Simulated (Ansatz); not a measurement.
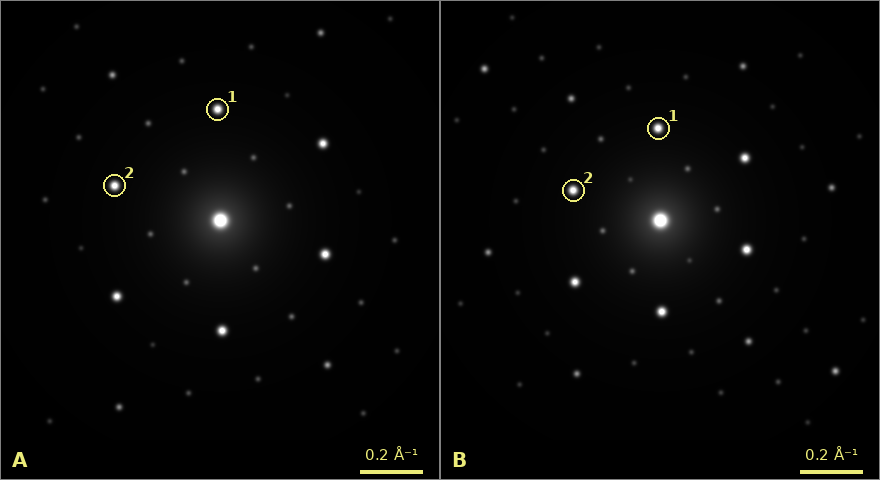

Kinematic electron diffraction patterns (300 kV, B = 0.5 Å², same scale) along [011] of the run's own cell, for the start and the end of one relaxation of Sr2Ca with DFT, PAW plane waves, pbe in Ansatz. k mesh 7×7×4. The start is a generated model structure, and the relaxation ends in the nearest stationary point of its symmetry, not necessarily the ground state. Spot 1 is -2 1 -1 and spot 2 is -1 -1 1 in both.

Start structure:

```yaml
crystal:
  lattice:
    - [5.93177, 0.00000, 0.00000]
    - [-2.96588, 5.13706, 0.00000]
    - [0.00000, 0.00000, 8.26271]
  atoms:
    - { symbol: Ca, position: [0.50000, 0.50000, 0.16670] }
    - { symbol: Ca, position: [0.00000, 0.50000, 0.83337] }
    - { symbol: Ca, position: [0.50000, 0.00000, 0.50003] }
    - { symbol: Sr, position: [0.83820, 0.16180, 0.16670] }
    - { symbol: Sr, position: [0.67640, 0.83820, 0.83337] }
    - { symbol: Sr, position: [0.83820, 0.67640, 0.50003] }
    - { symbol: Sr, position: [0.16180, 0.83820, 0.16670] }
    - { symbol: Sr, position: [0.32360, 0.16180, 0.83337] }
    - { symbol: Sr, position: [0.16180, 0.32360, 0.50003] }
```

Which pattern belongs to the start structure, and which to the relaxed one?

A is the start: its cell gives d(1) = 2.791 Å, d(2) = 2.791 Å and an angle of 70.8°. B is the relaxed structure, with d(1) = 3.369 Å (+20.7 %), d(2) = 3.369 Å (+20.7 %) and 70.0°.

Summarise the relaxation behind the change.

The volume changed by +81.5 % to 50.79 Å³ an atom; with the mean shift removed, the atoms moved by up to 0.08 Å relative to the cell (Sr most); the space group stayed P6_422 (No. 181); the free energy fell by 910 meV an atom. Relaxed cell: a = 7.121 Å, b = 7.121 Å, c = 10.407 Å, α = 90.00°, β = 90.00°, γ = 120.00°.
